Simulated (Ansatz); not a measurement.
A computed series for hypothetical anti-perovskite Mg3PbO: pressure series

Consider Mg$_{3}$PbO in the anti-perovskite structure (space group Pm-3m, No. 221; a = 4.434 Å; a hypothetical phase, not in the database extracts checked).

Cell and atoms are relaxed at each pressure.

Levels (all Ansatz, an electronic-structure program, PAW): PBE (420 eV, spin-orbit coupling left out); PBEsol (420 eV, scalar-relativistic without spin-orbit coupling).

The base cell above is that of PBE; each level relaxes its own structures.

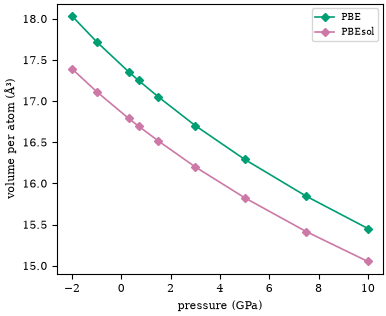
Figure. Volume per atom under two levels

Question: How do the two levels compare along the series?

Answer: PBE lies above PBEsol in every row, by 0.40 Å³ to 0.64 Å³. They put the cases in the same order.

Load acts through the strain it causes; cell and atoms are relaxed under it. Whether these cells are dynamically stable was not tested. Competing high-pressure phases were not computed. All final runs are without spin polarisation.
